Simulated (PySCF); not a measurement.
## Electronic structure of H4Ta (charge +1) in real space

Input

```
mol = gto.M(atom='''
Ta    -0.08165     0.05900    -0.74947
H      1.47966    -0.05658    -0.05748
H      0.10404     1.32137     0.39069
H     -1.31272    -0.08898     0.43052
H      0.05635    -1.48051    -0.01427''',
    basis={'Ta': 'def2-SVP', 'H': 'def2-SVP'},
    ecp={'Ta': 'def2-SVP'},
    charge=1, spin=0)
mf = dft.RKS(mol, xc='R2SCAN')
mf.grids.atom_grid = (75, 302)  # f atoms: at least (60, 302), unpruned
mf = mf.density_fit()  # Ta def2-universal-JKFIT, H def2-universal-JKFIT
mf.conv_tol = 1e-09; mf.max_cycle = 55
mf.kernel(dm0)
```

Run with:

```sh
OMP_NUM_THREADS=2 python run.py
```

Core potentials replace the inner electrons of Ta.

Theory: PySCF 2.14.0, RKS r2SCAN, Ta def2-SVP with ECP60, H def2-SVP; non-relativistic Hamiltonian with scalar-relativistic core potentials where named; density fitting.

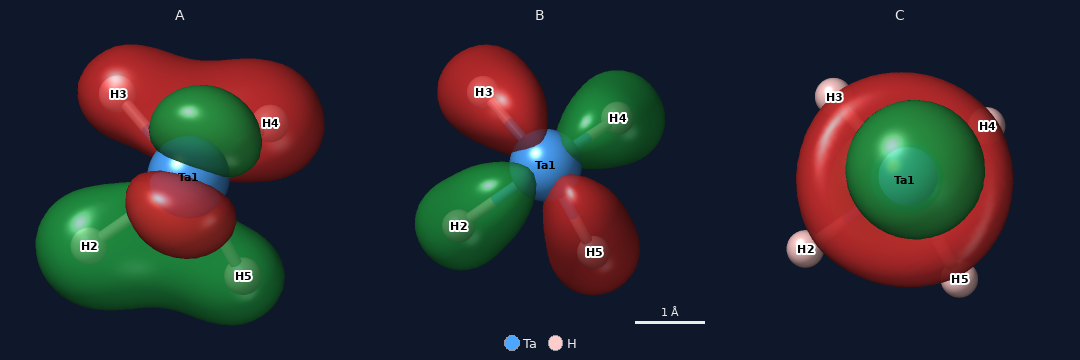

Figure 1. Three frontier orbitals at ±0.15 Å⁻³ᐟ² (green and red are the two phases), in no order.

> Which picture is the HOMO−1, the HOMO and the LUMO?

A is the HOMO−1 (−14.20 eV). Its weight (Hirshfeld) is mainly on Ta1 (about 50 %), H2 (about 10 %), H3 (about 10 %), H4 (about 10 %) and H5 (about 10 %). B is the HOMO (−13.81 eV). Its weight (Hirshfeld) is mainly on Ta1 (about 60 %), H2 (about 10 %), H3 (about 10 %), H4 (about 10 %) and H5 (about 10 %). C is the LUMO (−10.25 eV). Its weight (Hirshfeld) is mainly on Ta1 (about 90 %).

> What is the HOMO–LUMO gap?

3.56 eV between the orbital energies.

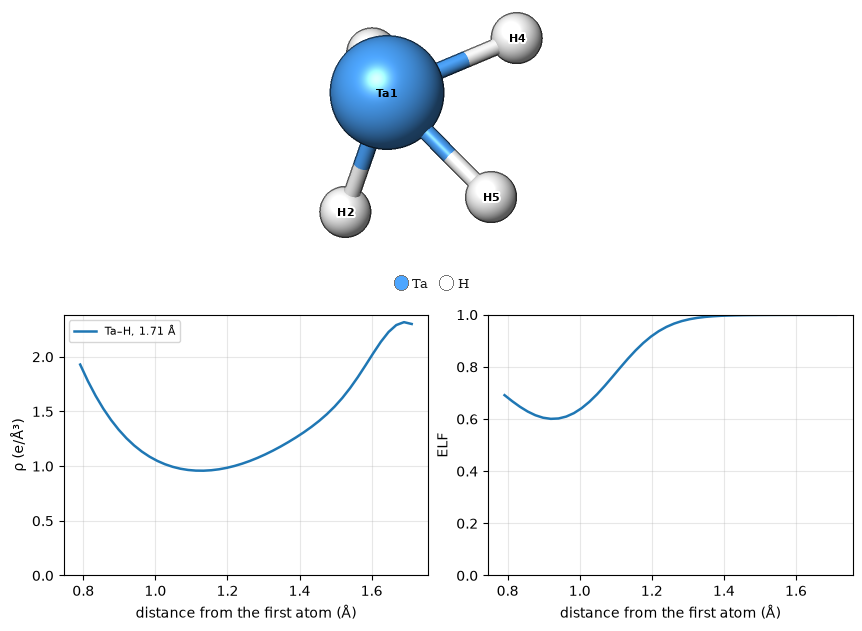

Figure 2. Electron density and ELF along straight lines between neighbouring atoms. The curves leave out the atomic cores. The structure is drawn too.

> What can be read from the curves?

Ta–H (1.71 Å): the density is about 1.5 e/Å³ at the midpoint; the ELF climbs to about 1 towards the hydrogen.

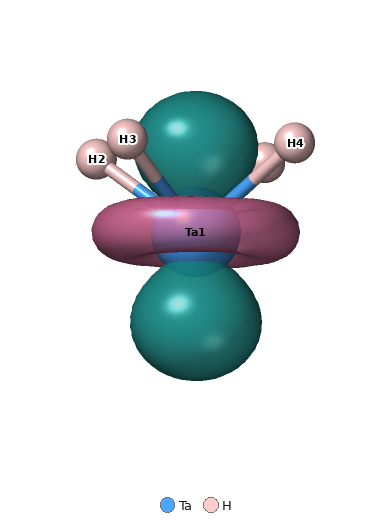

Figure 3. One frontier orbital at ±0.2 Å⁻³ᐟ² (teal and pink are the two phases), seen from one side.

> Which orbital is it: HOMO or LUMO?

The LUMO, at −10.25 eV. By Hirshfeld shares it lies mainly on Ta1 (about 90 %).
